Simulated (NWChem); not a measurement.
# One shape, several levels: doublet [C2H2F2]+

We compute a comparison of 4 runs (UHF/STO-3G, UHF/3-21G, UB3LYP/6-31G*) of doublet [C2H2F2]+. 

The calculation is run with NWChem 7.3.0.

## (1) The molecule

The species is [C2H2F2]+ (6 atoms), meant as a doublet with charge +1. SMILES of the parent species: `C=C(F)F`. The shape is that of a PBE0-D4/def2-TZVP optimisation. That shape belongs to the parent species and isn't relaxed for this state.

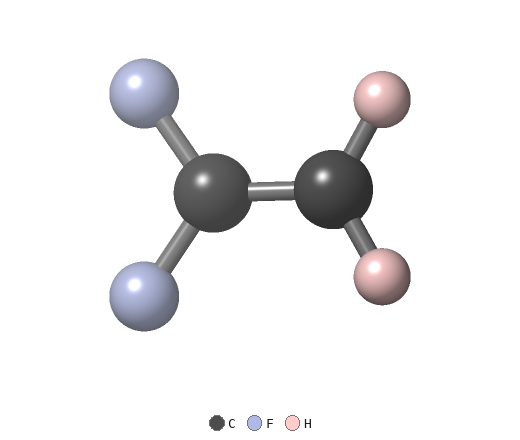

Viewed from a chosen angle; carbon dark grey, fluorine light blue, hydrogen pink.

## (2) The energy at UHF/STO-3G (run 1)

File run.py:

```python
from ase import Atoms
from ase.calculators.nwchem import NWChem

molecule = Atoms('CCFFHH', positions=[
    [-0.115900, 0.471000, -0.544400],
    [0.105000, -0.394600, 0.420100],
    [-0.454900, -0.363600, 1.607600],
    [0.919200, -1.422100, 0.343000],
    [0.394200, 0.360600, -1.488400],
    [-0.805600, 1.284800, -0.384200],
])

calc = NWChem(
    label='test',
    theory='scf',
    memory='2200 mb',
    basis='STO-3G',
    basispar='spherical bse',
    charge=1,
    scf={'nopen': '1', 'uhf': None, 'thresh': '1e-08', 'maxiter': '80'},
    task='energy',
)
molecule.calc = calc

e = molecule.get_potential_energy()
print(f"E = {e:.6f} eV")
```

On the command line:

```bash
$ export ASE_NWCHEM_COMMAND="nwchem PREFIX.nwi > PREFIX.nwo"
$ python run.py
```

Output:

```text
E = -7394.015053 eV
```

The calculator wrote test.nwi:

```
title "test"

permanent_dir test

scratch_dir test

start test

geometry units angstrom nocenter noautosym noautoz
  C  -1.1590000000000000e-01 4.7099999999999997e-01 -5.4440000000000000e-01
  C  1.0500000000000000e-01 -3.9460000000000001e-01 4.2009999999999997e-01
  F  -4.5490000000000003e-01 -3.6359999999999998e-01 1.6075999999999999e+00
  F  9.1920000000000002e-01 -1.4220999999999999e+00 3.4300000000000003e-01
  H  3.9419999999999999e-01 3.6059999999999998e-01 -1.4883999999999999e+00
  H  -8.0559999999999998e-01 1.2847999999999999e+00 -3.8419999999999999e-01
end

charge 1

memory 2200 mb

basis spherical bse noprint
   * library STO-3G
end

scf
  nopen 1
  uhf
  thresh 1e-08
  maxiter 80
end

task scf energy
```

test.nwo:

```text
Northwest Computational Chemistry Package (NWChem) 7.3.0
             --------------------------------------------------------

           Job information
           ---------------

    nwchem branch   = 7.3.0
    use scalapack   = T
    input           = test.nwi
    prefix          = test.
    data base       = test/test.db
    status          = startup
    nproc           =        1

           Memory information
           ------------------

    heap     =     72089600 doubles =      550.0 Mbytes
    stack    =     72089597 doubles =      550.0 Mbytes
    global   =    144179200 doubles =     1100.0 Mbytes (distinct from heap & stack)
    total    =    288358397 doubles =     2200.0 Mbytes
    verify   = yes
    hardfail = no

[... 38 lines left out ...]
            Nuclear Dipole moment (a.u.)
[... 83 lines left out ...]
 1-e energy   =    -596.186852
[... 7 lines left out ...]
         Quadratically convergent UHF
[... 15 lines left out ...]
       Final UHF  results
[... 3 lines left out ...]
      One electron energy =   -602.149533498211
[... 1 line left out ...]
 Nuclear repulsion energy =    118.253200192523
[... 34 lines left out ...]
          Final beta eigenvalues
[... 163 lines left out ...]
                     UHF Final Beta Molecular Orbital Analysis
[... 185 lines left out ...]
   Mulliken analysis of the spin density
   -------------------------------------

    Atom       Charge   Shell Charges
 -----------   ------   -------------------------------------------------------
    1 C    6     0.84   0.00  0.09  0.76
    2 C    6     0.08  -0.00 -0.01  0.09
    3 F    9     0.10   0.00  0.00  0.10
    4 F    9     0.10   0.00  0.00  0.10
    5 H    1    -0.06  -0.06
    6 H    1    -0.06  -0.06

       Multipole analysis of the density wrt the origin
       ------------------------------------------------

     L   x y z        total         alpha         beta         nuclear
     -   - - -        -----         -----         ----         -------
     0   0 0 0      1.000000    -16.000000    -15.000000     32.000000

     1   1 0 0      0.008969     -3.475407     -3.511201      6.995577
[... 8 lines of this table left out ...]
     2   0 0 2    -11.567572    -59.457075    -57.522307    105.411809

 Task  times  cpu:        0.6s     wall:        0.6s
 Total times  cpu:        0.6s     wall:        0.6s
```

Run time: 1.6 s. Hardware: 1 thread of Intel Xeon 6975P-C (Granite Rapids), shared host; peak memory 0.099 GiB.

## (3) A single-point energy at UHF/3-21G (run 2)

File job.xyz:

```xyz
6

C     -0.115900     0.471000    -0.544400
C      0.105000    -0.394600     0.420100
F     -0.454900    -0.363600     1.607600
F      0.919200    -1.422100     0.343000
H      0.394200     0.360600    -1.488400
H     -0.805600     1.284800    -0.384200
```

File job.nw:

```
start job
memory total 2200 mb
charge 1

geometry noautosym nocenter noautoz
 load format xyz job.xyz
end

basis spherical bse
 C library 3-21G
 F library 3-21G
 H library 3-21G
end

scf
 doublet
 uhf
 thresh 1e-08
 maxiter 80
end

task scf
```

On the command line:

```bash
$ nwchem job.nw > job.out
```

Output:

```text
[...]
  functions       =    40
[...]
  wavefunction    = UHF
[...]
         Total SCF energy =   -273.889690301128
      One electron energy =   -603.881560096914
      Two electron energy =    211.738669603263
 Nuclear repulsion energy =    118.253200192523
                       Sz =      0.5000
                 Sz(Sz+1) =      0.7500
                      S^2 =      0.7546
[...]
```

Run time: 1.5 s. Hardware: 1 thread of Intel Xeon 6975P-C (Granite Rapids), shared host; peak memory 0.099 GiB.

Run 3 isn't shown in full; the table further down has it.

## (4) A single-point energy at UB3LYP/6-31G(d) (spherical functions) (run 4)

File m1.xyz:

```xyz
6
C2H2F2 B3LYP
C     -0.115900     0.471000    -0.544400
C      0.105000    -0.394600     0.420100
F     -0.454900    -0.363600     1.607600
F      0.919200    -1.422100     0.343000
H      0.394200     0.360600    -1.488400
H     -0.805600     1.284800    -0.384200
```

File run.py:

```python
from ase.io import read
from ase.calculators.nwchem import NWChem

atoms = read('m1.xyz')

calc = NWChem(
    label='m1',
    theory='dft',
    memory='2200 mb',
    basis='6-31G*',
    basispar='spherical bse',
    charge=1,
    dft={'xc': 'b3lyp', 'mult': '2', 'grid': 'xfine', 'convergence': 'energy 1e-08', 'iterations': '100', 'mulliken': None},
    task='energy',
)
atoms.calc = calc

e = atoms.get_potential_energy()
print(f"E = {e:.6f} eV")
```

On the command line:

```bash
$ export ASE_NWCHEM_COMMAND="nwchem PREFIX.nwi > PREFIX.nwo"
$ python run.py
```

Output:

```text
E = -7528.883383 eV
```

The calculator wrote m1.nwi:

```
title "m1"

permanent_dir m1

scratch_dir m1

start m1

geometry units angstrom nocenter noautosym noautoz
  C  -1.1590000000000000e-01 4.7099999999999997e-01 -5.4440000000000000e-01
  C  1.0500000000000000e-01 -3.9460000000000001e-01 4.2009999999999997e-01
  F  -4.5490000000000003e-01 -3.6359999999999998e-01 1.6075999999999999e+00
  F  9.1920000000000002e-01 -1.4220999999999999e+00 3.4300000000000003e-01
  H  3.9419999999999999e-01 3.6059999999999998e-01 -1.4883999999999999e+00
  H  -8.0559999999999998e-01 1.2847999999999999e+00 -3.8419999999999999e-01
end

charge 1

memory 2200 mb

basis spherical bse noprint
   * library 6-31G*
end

dft
  xc b3lyp
  mult 2
  grid xfine
  convergence energy 1e-08
  iterations 100
  mulliken
end

task dft energy
```

m1.nwo:

```text
Northwest Computational Chemistry Package (NWChem) 7.3.0
             --------------------------------------------------------

           Job information
           ---------------

    nwchem branch   = 7.3.0
    use scalapack   = T
    input           = m1.nwi
    prefix          = m1.
    data base       = m1/m1.db
    status          = startup
    nproc           =        1

           Memory information
           ------------------

    heap     =     72089594 doubles =      550.0 Mbytes
    stack    =     72089599 doubles =      550.0 Mbytes
    global   =    144179200 doubles =     1100.0 Mbytes (distinct from heap & stack)
    total    =    288358393 doubles =     2200.0 Mbytes
    verify   = yes
    hardfail = no

[... 101 lines left out ...]
  convergence criterion.
[... 17 lines left out ...]
          Convergence on gradient requested:  5.00D-04
[... 26 lines left out ...]
          Convergence aids based upon iterative change in
[... 30 lines left out ...]
 1-e energy   =    -596.068158
[... 55 lines left out ...]
         Total DFT energy =     -276.681363303897
[... 2 lines left out ...]
    Exchange-Corr. energy =      -32.157531299843
[... 429 lines left out ...]
                     DFT Final Beta Molecular Orbital Analysis
[... 505 lines left out ...]
 center of mass
 --------------
 x =   0.24430402 y =  -0.92550128 z =   0.99425794

 moments of inertia (a.u.)
 ------------------
         262.739580549433          70.319221571086          40.176414701688
          70.319221571086         220.291290126989          35.646430825314
          40.176414701688          35.646430825314         185.419548183420

     Multipole analysis of the density
     ---------------------------------

     L   x y z        total         alpha         beta         nuclear
     -   - - -        -----         -----         ----         -------
     0   0 0 0      1.000000    -16.000000    -15.000000     32.000000

     1   1 0 0     -0.047546     -3.516982     -3.526140      6.995577
[... 8 lines of this table left out ...]
     2   0 0 2    -11.623860    -59.541268    -57.494401    105.411809

 Task  times  cpu:       19.0s     wall:       19.0s
 Total times  cpu:       19.0s     wall:       19.0s
```

Run time: 20 s. Hardware: 1 thread of Intel Xeon 6975P-C (Granite Rapids), shared host; peak memory 0.13 GiB.

## (5) All runs side by side

```csv
run,level,Cartesian functions,iteration cap,energy (Eh),HOMO energy (eV),LUMO energy (eV),⟨S²⟩,wall time
1,UHF/STO-3G,no,80,-271.725044,-19.60,-6.85,0.760,1.6 s
2,UHF/3-21G,no,80,-273.889690,-20.83,-8.80,0.755,1.5 s
3,UB3LYP/6-31G* (Cartesian functions),yes,100,-276.684586,–,–,0.752,24 s
4,UB3LYP/6-31G* (spherical functions),no,100,-276.681363,-16.66,-13.22,0.752,20 s
```

## (6) Outcome

| quantity | value |
| --- | --- |
| run 4: total energy | -276.68136 Eh |
| run 4: HOMO energy (highest over α and β) | -16.66 eV |
| run 4: LUMO energy (lowest over α and β) | -13.22 eV |
| run 4: ⟨S²⟩ | 0.752 |

In run 1 the basis is minimal, so the values are rough. All runs together took 47 s, the longest 24 s.
